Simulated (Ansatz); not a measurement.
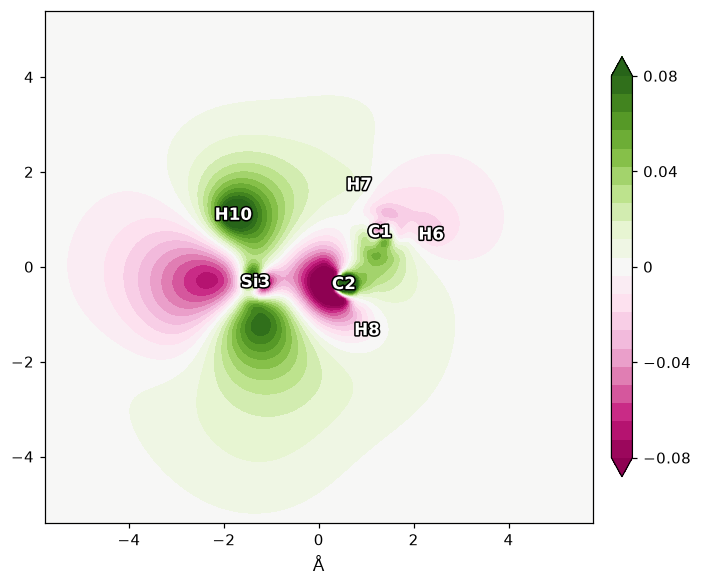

Figure 1: C2H7ClSi2 (SMILES C=C[SiH2][SiH2]Cl). One frontier orbital on the plane of atoms C2, C1 and H6 (values in Å⁻³ᐟ²; the overall sign is arbitrary).

Geometry: PBE0-D4/def2-TZVP.

Computed with RKS PBE0-D4/def2-TZVPP (Ansatz 0.2.0).

```tsv
atom	x (Å)	y (Å)	z (Å)
C	-0.9504	1.7551	1.2357
C	-0.7045	1.1482	0.0778
Si	0.8901	0.2691	-0.2953
Si	0.4684	-2.0152	-0.5935
Cl	-0.9775	-2.2003	-2.0629
H	-1.8989	2.2440	1.4396
H	-0.2121	1.7922	2.0318
H	-1.4850	1.1418	-0.6811
H	1.5117	0.7792	-1.5486
H	1.8394	0.4580	0.8372
H	-0.0669	-2.6517	0.6372
H	1.6627	-2.7758	-1.0438
```

Q: Which orbital is it: HOMO or LUMO?

A: The LUMO, at −0.85 eV. Its weight (Hirshfeld) is mainly on C1 (about 30 %), C2 (about 20 %), Si4 (about 15 %) and Si3 (about 15 %).
